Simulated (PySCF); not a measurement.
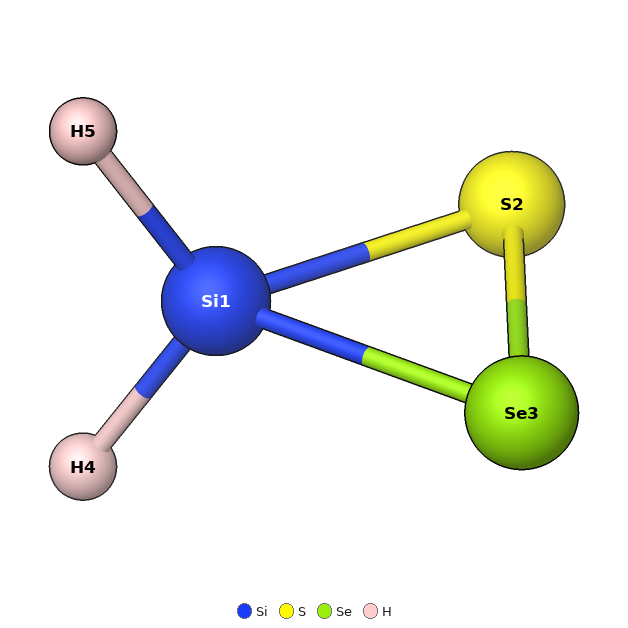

Atoms carry their numbers in the input. The computed structure is the end point of a PBE0-D4/def2-TZVP optimisation. No frequency run is at hand to confirm it as a minimum.

What are the angles S2–Si1–Se3, S2–Si1–H4, Se3–Si1–H4, H4–Si1–H5, Si1–S2–Se3, Si1–Se3–S2?

```csv
angle,degrees
S2–Si1–Se3,63.8
S2–Si1–H4,117.8
Se3–Si1–H4,117.9
H4–Si1–H5,113.2
Si1–S2–Se3,61.1
Si1–Se3–S2,55.2
```
